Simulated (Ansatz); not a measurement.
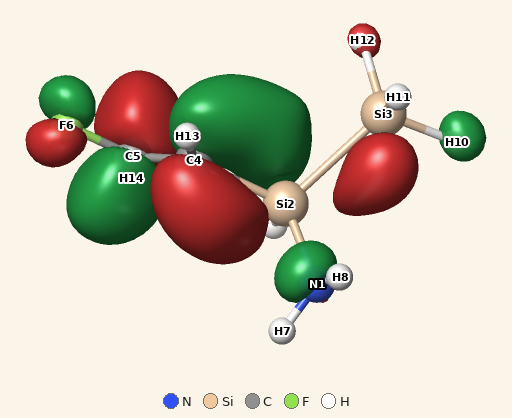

*C2H8FNSi2 (SMILES N[SiH]([SiH3])C=CF). One frontier orbital at ±0.1 Å⁻³ᐟ² (green and red are the two phases), seen at a tilt.*

Level of theory: Ansatz 0.2.0, RKS PBE/def2-SVP.

Input file:

```
crystal:
  periodic: [false, false, false]
  atoms:
    - { symbol: "N", position_ang: [-1.782, -0.7076, -0.5234] }
    - { symbol: Si, position_ang: [-0.1512, -0.5546, -0.2872] }
    - { symbol: Si, position_ang: [0.5833, -1.6041, 1.6336] }
    - { symbol: C, position_ang: [0.3304, 1.2385, -0.2588] }
    - { symbol: C, position_ang: [0.6644, 1.9338, -1.323] }
    - { symbol: F, position_ang: [0.9393, 3.2679, -1.1854] }
    - { symbol: H, position_ang: [-2.0415, -0.2515, -1.4323] }
    - { symbol: H, position_ang: [-2.2911, -0.0946, 0.1532] }
    - { symbol: H, position_ang: [0.4705, -1.1452, -1.4448] }
    - { symbol: H, position_ang: [0.2997, -3.0584, 1.6573] }
    - { symbol: H, position_ang: [-0.0393, -0.9856, 2.8598] }
    - { symbol: H, position_ang: [2.1089, -1.432, 1.7953] }
    - { symbol: H, position_ang: [0.1042, 1.748, 0.6893] }
    - { symbol: H, position_ang: [0.7914, 1.6163, -2.3046] }
basis:
  gaussian: { orbitals: def2-SVP }
hamiltonian:
  xc: pbe
relax:
  f_tol: 0.015
  max_steps: 40
output:
  orbitals: {}
```

Command:

```sh
ansatz run input.yaml --threads 2 --pin off --max-ram 3072MiB --backend cpu --events-out ev --progress --plain --runs-dir out
```

The fields are those of the relaxed geometry.

Which orbital is it: HOMO or LUMO?

Answer. The LUMO, at −1.32 eV. Its weight (Hirshfeld) is mainly on C5 (about 30 %), C4 (about 20 %), Si2 (about 15 %), Si3 (about 10 %) and F6 (about 10 %).
